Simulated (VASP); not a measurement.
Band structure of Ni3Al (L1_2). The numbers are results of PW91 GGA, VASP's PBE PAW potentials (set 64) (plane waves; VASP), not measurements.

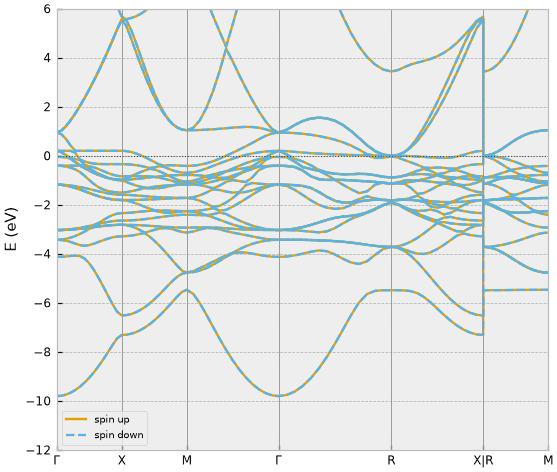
Bands along high-symmetry lines, zero at the valence-band maximum or, without a gap, the Fermi level

Problem. Read the plot: is there a gap, and where are the band edges?

Solution. It has no gap at this level: it comes out as a metal or semimetal. (Edges off the drawn lines would not show.)

The compound is Ni3Al in the L1_2 structure. The cell was not relaxed at this level.
